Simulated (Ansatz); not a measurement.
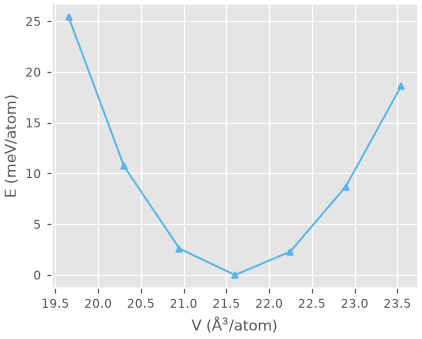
Figure: Mg (hcp (Mg type), P6_3/mmc) under volume change, plane-wave PAW LDA (Ansatz code), shape and atoms relaxed at each volume.

What does a third-order Birch–Murnaghan fit give for V₀, B₀ and B′?

V₀ = 21.60 Å³/atom, B₀ = 39.6 GPa, B′ = 4.1.

Symmetry was held in the LDA relaxation.

Potentials: the earlier of the program's two PAW sets. The files were generated under PBE; for other functionals the program regenerates the frozen cores, and for LDA and PBEsol the local potential too.
